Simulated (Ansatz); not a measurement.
# BH2SO (SMILES O[B]S): the energy, rung by rung

The species is BH2SO (5 atoms), meant as a doublet with charge 0. SMILES: `O[B]S`. The shape is that of a PBE0-D4/def2-TZVP optimisation. This is a higher conformer, about 7 kJ/mol above the lowest found by a separate search.

```tsv
atom	x (Å)	y (Å)	z (Å)
O	-1.2947	-0.0547	-0.4356
B	-0.4543	0.8256	0.1097
S	1.2538	0.6942	0.6111
H	-0.9471	-0.9400	-0.6047
H	1.4921	-0.5986	0.2782
```

Quantity: the energy change with the B2–S3 bond stretched from 1.785 to 2.231 Å, in eV. The values are calculated.

```csv
level,kind,program,value (eV),less FCI/STO-3G,CPU time (all runs)
USVWN5/STO-3G,LDA,Ansatz,1.58,+0.18,2.1 s
U-revPBE/STO-3G,GGA,Ansatz,1.34,-0.06,4 s
UBLYP/STO-3G,GGA,Ansatz,1.24,-0.16,3.9 s
UCAM-B3LYP/STO-3G,range-separated hybrid,Ansatz,1.54,+0.14,4.8 s
UHSE06/STO-3G,range-separated hybrid,Ansatz,1.57,+0.17,4.9 s
UB2PLYP/STO-3G,double hybrid,Ansatz,1.48,+0.08,4.6 s
RPA@PBE/STO-3G,RPA,Ansatz,1.25,-0.15,4.4 s
FCI/STO-3G,exact in the basis,Ansatz,1.40,0.00,2.4 min
```

FCI/STO-3G is exact within its basis and frozen core, so for wave-function methods in that basis the difference is their error; functionals converge differently with the basis, so for them it is only a difference. The first shape isn't each level's own minimum. The values span 1.24 to 1.58 eV. All rows use very small basis sets, so even the best lies far from the true value. CPU times are rough (shared hosts, several kinds of processor): they show what a rung costs within a factor of a few.

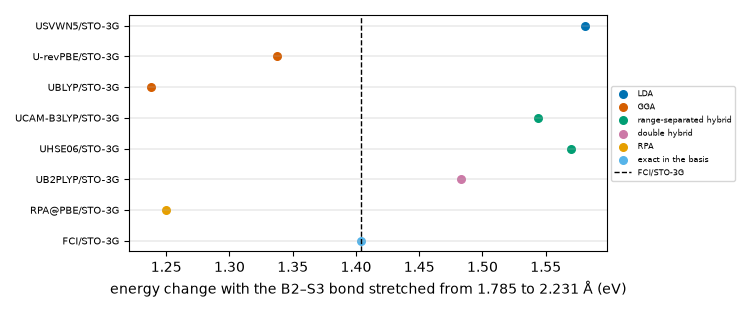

The values of the table, level by level.
